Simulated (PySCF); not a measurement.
CH$_{3}$S, doublet, SMILES `[CH2]S`.

Method: r2SCAN/cc-pVDZ; geometry: GFN2-xTB; program: PySCF. No frequency check shows the geometry to be a minimum. The stability of the open-shell solution wasn't checked. GFN2-xTB bond lengths at metals and heavier atoms can be off by up to 0.1 Å and shapes distorted, which carries into these values. GFN2-xTB doesn't know the spin state, so this open-shell geometry is rough.

Cartesian coordinates (Å):

```
C1       1.1289    0.0206    0.0000
S2      -0.5768   -0.0882    0.0000
H3       1.6191    0.9679    0.0000
H4       1.6700   -0.9002    0.0000
H5      -0.8336    1.2203    0.0000
```

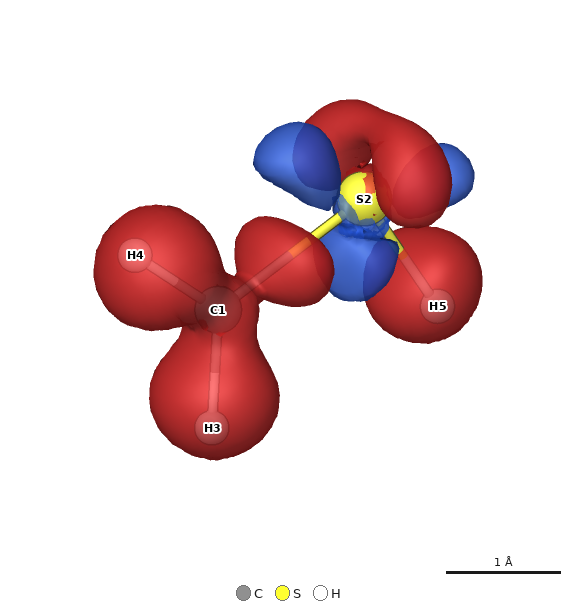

Deformation density (molecule less spherical, spin-averaged free atoms at the same positions), surfaces at ±0.09 e/Å³; red: gain, blue: loss.

Describe the bonding that the map shows.

Answer. C1–H4: +0.68 e/Å³ at the bond critical point (bond length 1.07 Å, Mayer order 1.0). C1–H3: +0.68 e/Å³ at the bond critical point (bond length 1.07 Å, Mayer order 1.0). C1–S2: +0.26 e/Å³ at the bond critical point (bond length 1.71 Å, Mayer order 1.3). S2–H5: +0.18 e/Å³ at the bond critical point (bond length 1.33 Å, Mayer order 1.0). In all, 1.0 electrons gather in the regions of gain relative to the promolecule.

Where do the Hirshfeld charges lie?

Answer. The highest Hirshfeld charge is on H5 (+0.06 e), the lowest on C1 (−0.13 e).

```csv
atom,charge (e)
C1,−0.13
S2,−0.01
H3,+0.04
H4,+0.04
H5,+0.06
```

Run time: 8.2 s on 1 thread of Arm Neoverse V2, on a shared host, peak memory 0.26 GiB.
